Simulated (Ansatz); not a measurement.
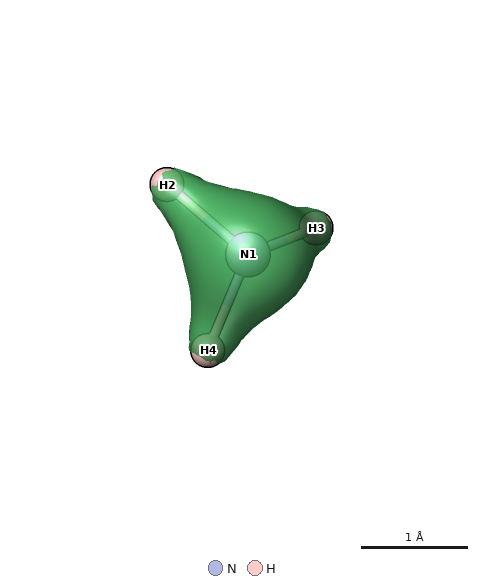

Figure 1: NH$_{3}$ (SMILES N). Isosurface of the total electron density at 1.5 e/Å³ (green), seen at a tilt.

Geometry: PBE0-D4/def2-TZVP.

Method: Ansatz, RKS PBE0-D4/def2-TZVPP.

```xyz
4

N    -0.0699    0.2495    0.1109
H     0.4905   -0.3018    0.7492
H    -0.8875   -0.3019   -0.1189
H     0.4669    0.3543   -0.7412
```

**How is the density connected at this value?**

At this value the surface is in one piece. It bridges the sampled N–H (1.01 Å) contacts, where the density stays above the isovalue. On the grid the lowest density along these lines, outside the cores, is 2.3 e/Å³ (N–H, 1.01 Å).
